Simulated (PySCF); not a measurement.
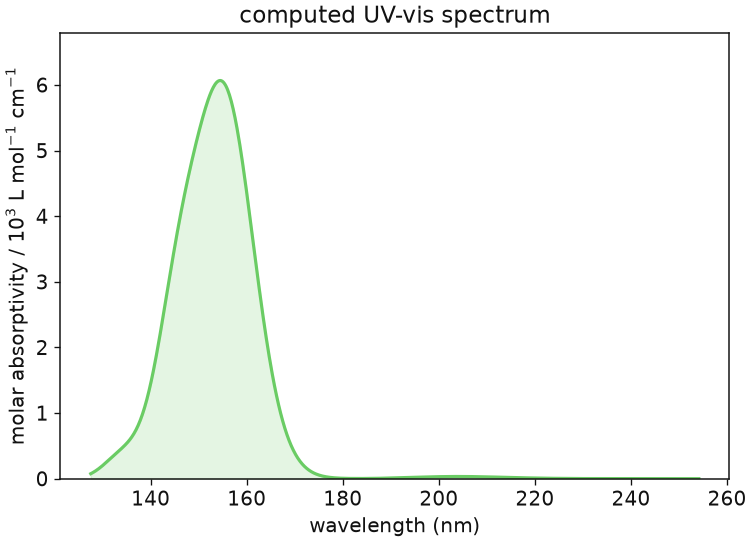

Vertical TDDFT excitations, CAM-B3LYP/def2-SVPD (IEF-PCM chloroform), PySCF, at a PBE0-D3(BJ)/def2-SVP geometry (no frequency check). Only the first 6 singlet excitations are included; each is broadened by a Gaussian of 1/e half-width 0.40 eV.

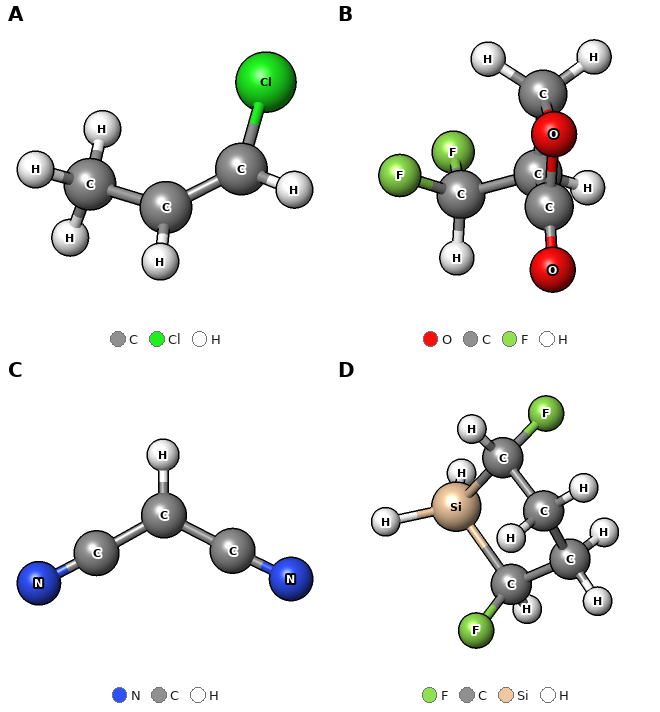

### Which molecule gives this spectrum? Choose among the lettered structures. Charge and spin: A neutral singlet; B neutral singlet; C −1 singlet; D neutral singlet.

Structure B, C₄H₄F₂O₂, SMILES O=C1OC[C@@H]1C(F)F. Its lowest singlet lies at 6.08 eV (f = 0.001) and the brightest of those computed is S2 at 7.94 eV (156 nm), f = 0.130, mainly HOMO−1 → LUMO (87 %).

Known limits of this run: one conformer of a flexible molecule; core orbitals are frozen in the response.
